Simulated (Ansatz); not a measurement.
Cl$_{3}$FHOTa···H$_{2}$O

```xyz
10

Ta   -0.3068    0.2534    0.1170
F     1.5960    0.2132    0.2798
Cl   -0.3230    0.4626    2.4357
O    -0.1138   -0.3804   -1.6388
H    -0.3117   -1.0137   -2.3334
Cl   -1.0313    2.3466   -0.3681
Cl   -2.1714   -1.1138    0.3002
O     1.2484   -2.4181    0.9580
H     1.4244   -2.9303    0.1632
H     1.9757   -1.7575    0.9694
```

Core potentials replace the inner electrons of Ta; not at a stationary point (largest force 0.9 eV/Å).

Computed with Ansatz 0.2.0, RKS PBE0-D4/def2-SVP.

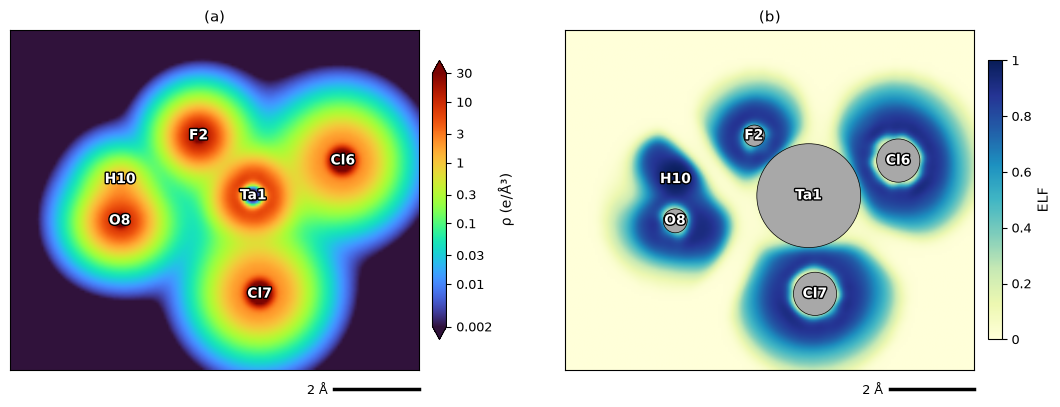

Figure 1. (a) electron density; (b) ELF on the plane of atoms F2, Ta1 and Cl7. Grey discs cover the atomic cores in the ELF map.

What does the map show?

The plane passes through Ta, F, Cl, O and H nuclei.
Ta1···O8 (3.20 Å): the density falls to about 0.06 e/Å³ on the way; the ELF dips to about 0 between them.
Ta–F (1.91 Å): the density is about 0.95 e/Å³ at the midpoint; the ELF peaks at about 0.85 in the valence shell of F, 0.5 Å from its nucleus, and drops to about 0.20 between the two atoms.
Ta–Cl (2.27 Å): the density is about 0.72 e/Å³ at the midpoint; the ELF peaks at about 0.85 in the valence shell of Cl, 0.8 Å from its nucleus, and is about 0.40 at the midpoint.
O–H (0.98 Å): the density is about 3.6 e/Å³ at the midpoint; the ELF climbs to about 1 towards the hydrogen, as it does in any bond to H: an ordinary covalent bond to hydrogen.
Ta–Cl (2.32 Å): ρ is about 0.65 e/Å³ halfway; the ELF peaks at about 0.85 in the valence shell of Cl, 0.8 Å from its nucleus, and is about 0.40 at the midpoint.

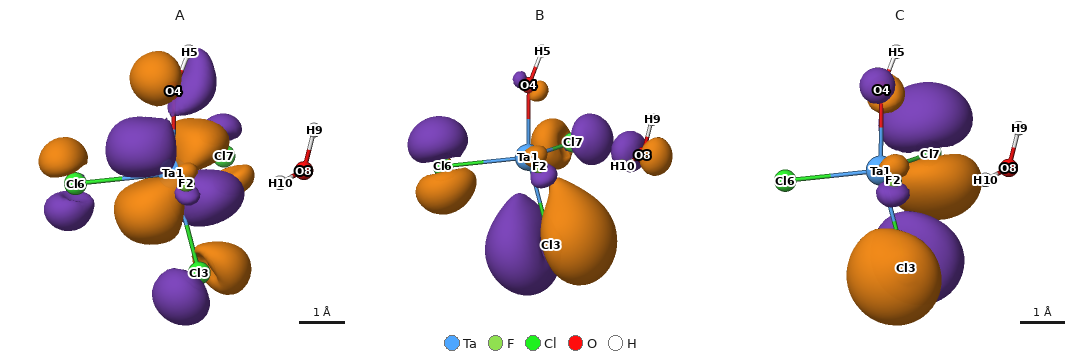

Figure 2. Three frontier orbitals at ±0.1 Å⁻³ᐟ² (orange and purple are the two phases), in no order.

Which picture is the HOMO−1, the HOMO and the LUMO?

B is the HOMO−1 (−9.06 eV). By Hirshfeld shares it lies mainly on Cl3 (about 70 %), Cl6 (about 10 %) and Cl7 (about 5 %); largely a lone pair of Cl3. C is the HOMO (−8.65 eV). Its weight (Hirshfeld) is mainly on Cl3 (about 50 %) and Cl7 (about 40 %); largely a combination of lone pairs on Cl3 and Cl7. A is the LUMO (−2.66 eV). Its weight (Hirshfeld) is mainly on Ta1 (about 65 %), Cl3 (about 10 %), O4 (about 10 %) and Cl6 (about 5 %).

What is the HOMO–LUMO gap?

5.99 eV between the orbital energies.

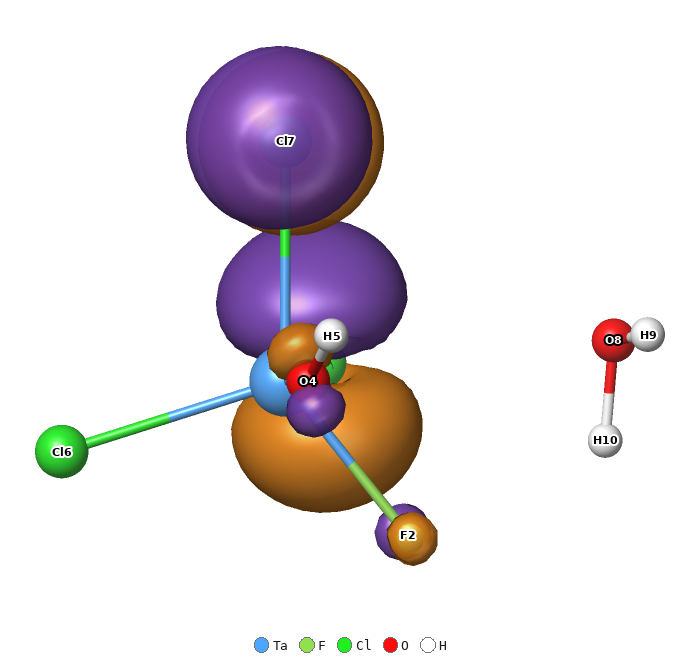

Figure 3. The HOMO at ±0.15 Å⁻³ᐟ² (orange and purple are the two phases), seen from one side.

Where does this orbital lie, and at what energy?

Its weight (Hirshfeld) is mainly on Cl3 (about 50 %) and Cl7 (about 40 %); largely a combination of lone pairs on Cl3 and Cl7. Its energy is −8.65 eV.
